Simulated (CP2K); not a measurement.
# CH3AlClO (SMILES C[O][Al][Cl]): PM3

Aim: the vertical ionisation energy of CH3AlClO at PM3, from 2 runs. 

The results are computed with CP2K 2026.2.

2 further runs of the same task are left out: 1 that didn't finish, 1 set aside as unsound or not needed.

## Step 1: Starting point

The species is CH3AlClO (7 atoms), meant as a doublet with charge 0. SMILES: `C[O][Al][Cl]`. The shape is that of a PBE0-D4/def2-TZVP optimisation. This is one conformer, not always the lowest.

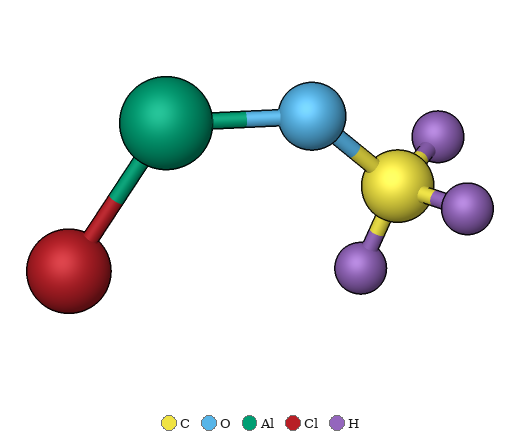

The structure, seen from a chosen angle (carbon yellow, oxygen blue, aluminium teal, chlorine red, hydrogen purple).

## Step 2: The energy at PM3

molecule.xyz reads:

```xyz
7

C      0.040800     0.884800     0.297300
O      0.872500    -0.061600    -0.318100
Al     0.754800    -1.652600    -0.837000
Cl    -1.070300    -2.695900    -0.586200
H     -0.047400     1.769900    -0.339800
H     -0.964500     0.492600     0.485800
H      0.475300     1.194800     1.252400
```

gas.inp reads:

```
&FORCE_EVAL
    METHOD QUICKSTEP
    &DFT
        MULTIPLICITY 2
        LSD T
        &QS
            METHOD PM3
            EPS_DEFAULT 1.0E-10
            &SE
                &COULOMB
                    CUTOFF [angstrom] 50
                    RC_RANGE [angstrom] 0
                &END COULOMB
                &EXCHANGE
                    CUTOFF [angstrom] 50
                    RC_RANGE [angstrom] 0
                &END EXCHANGE
            &END SE
        &END QS
        &POISSON
            PERIODIC NONE
            POISSON_SOLVER ANALYTIC
        &END POISSON
        # self-consistent field
        &SCF
            SCF_GUESS ATOMIC
            EPS_SCF 1.0E-07
            MAX_SCF 150
            ADDED_MOS 2
            &DIAGONALIZATION
                ALGORITHM STANDARD
            &END DIAGONALIZATION
            &MIXING
                METHOD DIRECT_P_MIXING
                ALPHA 0.4
            &END MIXING
        &END SCF
        &PRINT
            &MOMENTS
                PERIODIC F
                REFERENCE COM
                MAX_MOMENT 1
            &END MOMENTS
            &MO ON
                ENERGIES T
                OCCUPATION_NUMBERS T
                NDIGITS 6
                &EACH
                    QS_SCF 0
                &END EACH
                ADD_LAST NUMERIC
            &END MO
            &HIRSHFELD OFF
            &END HIRSHFELD
        &END PRINT
    &END DFT
    &SUBSYS
        # vacuum box
        &CELL
            ABC 17.9 20.5 18.1
            PERIODIC NONE
        &END CELL
        &TOPOLOGY
            COORD_FILE_NAME molecule.xyz
            COORD_FILE_FORMAT XYZ
            &CENTER_COORDINATES
            &END CENTER_COORDINATES
        &END TOPOLOGY
    &END SUBSYS
&END FORCE_EVAL
&GLOBAL
    PROJECT_NAME gas
    RUN_TYPE ENERGY
    PRINT_LEVEL MEDIUM
&END GLOBAL
```

Run with:

```console
$ OMP_NUM_THREADS=1 cp2k.psmp gas.inp > gas.out
```

The program printed, shortened:

```text
CP2K| version string:                                       CP2K version 2026.2
[...]
 GLOBAL| Method name                                                        CP2K
[...]
 GLOBAL| Run type                                                         ENERGY
[...]
                             - Atoms:                                          7
[...]
                             - Spherical basis functions:                     19
[...]
 Number of electrons:                                                         12
[...]
     1 P_Mix/Diag. 0.40E+00    0.0     0.41587510       -25.9220826263 -2.59E+01
[...]
    51 DIIS/Diag.  0.68E-07    0.0     0.00000010       -30.4240105625 -7.46E-14
  *** SCF run converged in    51 steps ***
  Core-core repulsion energy [eV]:                           1120.25207788427633
  Core Hamiltonian energy [eV]:                             -1295.15451441105643
  Two-electron integral energy [eV]:                        -1305.95398668991834
  Electronic energy [eV]:                                   -1948.13150775601548
  Total energy [eV]:                                         -827.87942987173926
  Atomic reference energy [eV]:                               823.32721796150247
  Heat of formation [kcal/mol]:                              -104.97650881422382
[...]
 SE_DIPOLE| Moment [Debye]         -2.10234728      -1.70458252       0.11026210
 SE_DIPOLE| Derivative [a.u.]       0.00000000       0.00000000       0.00000000
 ENERGY| Total FORCE_EVAL ( QS ) energy [hartree]            -30.424010562486348
[...]
```

Run time: 0.3 s. Hardware: 1 thread of Arm Neoverse V2, shared host.

## Step 3: The singlet cation

molecule.xyz is that of step 2.

run.inp reads:

```
&FORCE_EVAL
 METHOD QUICKSTEP
 &DFT
  CHARGE 1
  &QS
   METHOD PM3
   EPS_DEFAULT 1.0E-10
   &SE
    &COULOMB
     CUTOFF [angstrom] 50
     RC_RANGE [angstrom] 0
    &END COULOMB
    &EXCHANGE
     CUTOFF [angstrom] 50
     RC_RANGE [angstrom] 0
    &END EXCHANGE
   &END SE
  &END QS
  &POISSON
   PERIODIC NONE
   POISSON_SOLVER ANALYTIC
  &END POISSON
  &SCF
   SCF_GUESS ATOMIC
   EPS_SCF 1.0E-07
   MAX_SCF 100
   &DIAGONALIZATION
    ALGORITHM STANDARD
   &END DIAGONALIZATION
   &MIXING
    METHOD DIRECT_P_MIXING
    ALPHA 0.4
   &END MIXING
  &END SCF
  &PRINT
   &MOMENTS
    PERIODIC F
    REFERENCE COM
    MAX_MOMENT 1
   &END MOMENTS
   &MO ON
    ENERGIES T
    OCCUPATION_NUMBERS T
    NDIGITS 6
    &EACH
     QS_SCF 0
    &END EACH
    ADD_LAST NUMERIC
   &END MO
   &HIRSHFELD OFF
   &END HIRSHFELD
  &END PRINT
 &END DFT
 &SUBSYS
  &CELL
   ABC 17.9 20.5 18.1
   PERIODIC NONE
  &END CELL
  &TOPOLOGY
   COORD_FILE_NAME molecule.xyz
   COORD_FILE_FORMAT XYZ
   &CENTER_COORDINATES
   &END CENTER_COORDINATES
  &END TOPOLOGY
 &END SUBSYS
&END FORCE_EVAL
&GLOBAL
 PROJECT_NAME run
 RUN_TYPE ENERGY
 PRINT_LEVEL MEDIUM
&END GLOBAL
```

Run with:

```console
$ OMP_NUM_THREADS=1 cp2k.psmp -i run.inp -o run.out
```

The program printed, shortened:

```text
CP2K| version string:                                       CP2K version 2026.2
[...]
 GLOBAL| Method name                                                        CP2K
[...]
 GLOBAL| Run type                                                         ENERGY
[...]
                             - Atoms:                                          7
[...]
                             - Spherical basis functions:                     19
[...]
 Number of electrons:                                                         22
[...]
     1 P_Mix/Diag. 0.40E+00    0.0     0.71736242       -25.4090262858 -2.54E+01
[...]
    30 DIIS/Diag.  0.53E-07    0.0     0.00000007       -30.0718267347 -2.13E-14
  *** SCF run converged in    30 steps ***
  Core-core repulsion energy [eV]:                           1120.25207788427633
  Core Hamiltonian energy [eV]:                             -1258.23962054958088
  Two-electron integral energy [eV]:                        -1360.61695576238253
  Electronic energy [eV]:                                   -1938.54809843077237
  Total energy [eV]:                                         -818.29602054649604
  Atomic reference energy [eV]:                               823.32721796150247
  Heat of formation [kcal/mol]:                               116.02217783289838
[...]
 SE_DIPOLE| Moment [Debye]         -4.03365047       0.52942233       1.54900406
 SE_DIPOLE| Derivative [a.u.]       0.00000000       0.00000000       0.00000000
 ENERGY| Total FORCE_EVAL ( QS ) energy [hartree]            -30.071826734726550
[...]
```

It took 0.24 s on 1 thread of Arm Neoverse V2, shared host.

## Step 4: What came out

At PM3:

```
                                            quantity            value
                      doublet CH3AlClO: total energy     -30.42401 Eh
                     doublet CH3AlClO: dipole moment           2.71 D
doublet CH3AlClO: HOMO energy (highest over α and β)         -9.93 eV
 doublet CH3AlClO: LUMO energy (lowest over α and β)         -2.03 eV
                 doublet CH3AlClO: heat of formation  -105.0 kcal/mol
                        singlet cation: total energy     -30.07183 Eh
                         singlet cation: HOMO energy        -15.39 eV
                   singlet cation: heat of formation   116.0 kcal/mol
  vertical ionisation energy (to the singlet cation)         9.583 eV
```

The vertical ionisation energy comes to 9.58 eV (221 kcal/mol). Only the singlet of the ionised species was computed; a triplet could lie lower.
